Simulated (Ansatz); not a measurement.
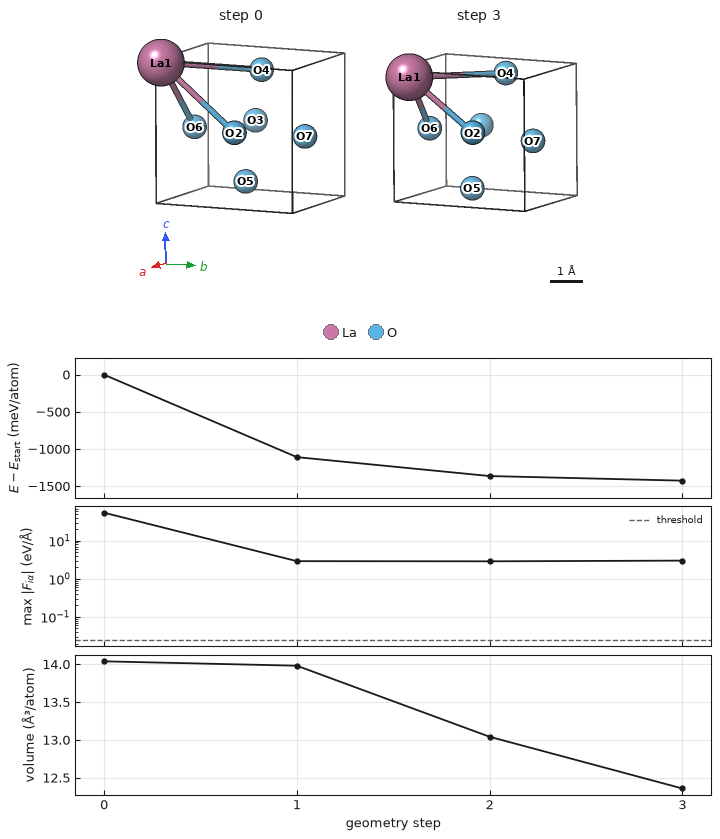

First and last geometry of a relaxation of solid LaO₆ (a generated structure, set up in P1) (coarse preliminary run), with the history of the run. The picture is a ball-and-stick view of the cell of the calculation, seen slightly off an axis.

Theory: DFT PBE, scalar-relativistic, plane waves, PAW (Ansatz).

The input:
```yaml
crystal:
  lattice:
    - [4.5836981524, 0.0331634372, 0.0122786883]
    - [0.0331634372, 4.6786944349, -0.0445796111]
    - [0.0122786883, -0.0445796111, 4.5832261088]
  atoms:
    - { symbol: La, position: [-0.0108131026, 0.0335954234, -0.0138042649] }
    - { symbol: O, position: [0.8597112129, 0.521853934, 0.5137314576] }
    - { symbol: O, position: [0.1659227664, 0.4099402291, 0.5084522244] }
    - { symbol: O, position: [0.429265826, 0.5562380473, 0.9054581977] }
    - { symbol: O, position: [0.5214107419, 0.4733131075, 0.1288164384] }
    - { symbol: O, position: [0.5305546586, 0.102950645, 0.4856957567] }
    - { symbol: O, position: [0.5039478969, 0.9021086136, 0.4716501901] }
basis:
  ecutwfc: 420
kpoints:
  mp_grid: { grid: [6, 6, 6] }
hamiltonian:
  xc: pbe
scf:
  occupations: { method: gaussian, width: 0.2 }
  lower_state_search: "off"
output:
  forces: true
  stress: true
  eigenvalues: true
relax:
  adjacent_minimum: "off"
  f_tol: 0.025
  max_steps: 60
  cell: { stress_tol: 0.25 }
```

Launched with:
```bash
ansatz run input.yaml --threads 1 --pin off --max-ram 2048MiB --backend cpu --events-out ev --progress --plain --runs-dir out
```

> Read the history and describe the run.

The run was cut off at its time limit before the relaxation converged, so the last structure is only a point on the way. The energy falls by 1425 meV per atom in 3 geometry steps. The largest force component goes from 54 to 3 eV/Å. The pressure goes from 30.56 to −3.13 GPa. The atom that moves furthest relative to the cell is O4 (0.43 Å along [−2 1 1]). By element the largest moves are O 0.43 Å, La 0.42 Å. The drawn cell changes as follows: a 4.584 → 4.554 Å (−0.6 %), b 4.679 → 4.479 Å (−4.3 %), c 4.583 → 4.244 Å (−7.4 %), β 89.7° → 88.5°, γ 89.2° → 89.4°; the volume changes by −12.0 %. Near-neighbour distances that change, for instance: La1–O3 2.953 → 2.216 Å, La1–O5 3.011 → 2.404 Å, La1–O2 3.229 → 2.683 Å, La1–O4 3.218 → 2.709 Å. Among the angles between lasting bonds that change: La1–O4–O5 112.7° → 148.8°, La1–O5–O4 107.3° → 141.5°, La1–O2–O3 94.6° → 124.7°. The space group stays P1 (No. 1). The run took 4.6 min on 1 thread of Arm Neoverse V1, on a shared host, peak memory 0.57 GiB.

```
step  E − E(0), meV/atom  largest force component, eV/Å  pressure, GPa  volume, Å³/atom
   0                0.00                        54.3985          30.56           14.039
   1            -1108.51                         2.9119          -3.48           13.981
   2            -1362.91                         2.8838          -7.76           13.042
   3            -1424.91                         3.0064          -3.13           12.359
```
